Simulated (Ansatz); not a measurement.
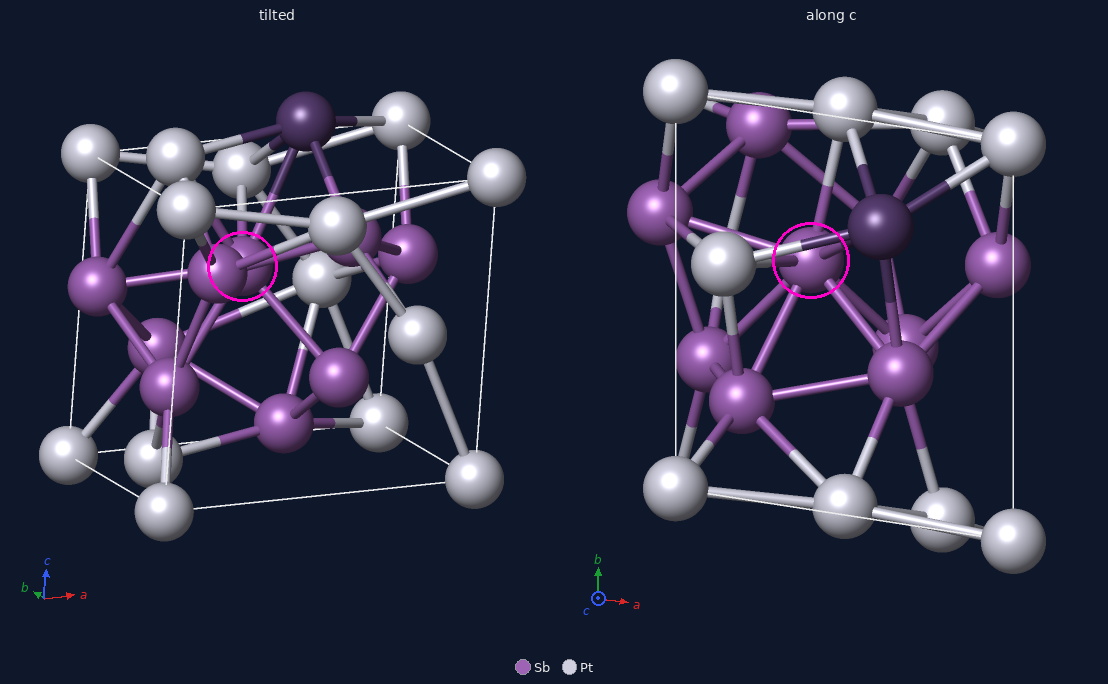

Shown here is a ball-and-stick view of the crystal, taken slightly off an axis and along the c axis. The parallelepiped is the simulation cell. The neighbours of the ringed atom that lie outside the box are added in fainter colours.

The box has a = 6.06 Å, b = 7.22 Å, c = 6.40 Å, α = 105.10°, β = 82.06°, γ = 100.56°.

Q: Work out the formula from the picture.

A: Sb₂Pt. The cell holds 8 Sb, 4 Pt, counting shared atoms by their share.

Q: Describe the circled atom and its bonds.

A: It is an antimony atom, bonded to six Sb and two Pt (about 2.9 to 3.1 Å to Sb, 2.8 Å to Pt).

Q: Can this be described as an ordered crystal structure?

A: No. The atoms show no order inside the cell (space group P1); it is a periodic model of a disordered solid.

Provenance: a made-up disordered cell; not relaxed. Ansatz was used for an electronic-structure calculation on it.

At this level of theory the cell isn't at rest (forces up to 3.0 eV/Å), so its distances can differ from those at equilibrium, the more so the softer the solid.
